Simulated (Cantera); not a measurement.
Charge: 1 mol Mg(OH)2, 0.37 mol C, 18 mol O2, held at 0.590 bar.

These are equilibrium values from Cantera (NASA tables, ideal gas, pure condensed phases), not measurements of a reactor. Candidate condensed phases: C, C6H6, C7H8, C8H18, H2O, Mg, MgCO3, MgO, Mg(OH)2; 116 gas species. Kinetics and transport are ignored.

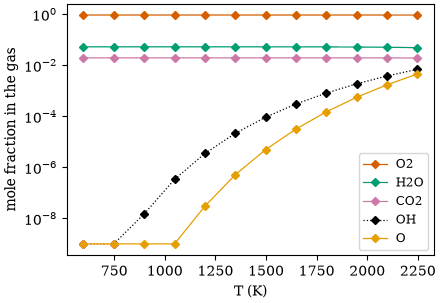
*Equilibrium gas composition (values under 1e-9 drawn at 1e-9)*

### Question
Read off the mole fractions at 1648 K.

### Answer
O2 about 0.93, H2O about 0.052, CO2 about 0.019, OH about 0.00030, O about 3.2e-5.
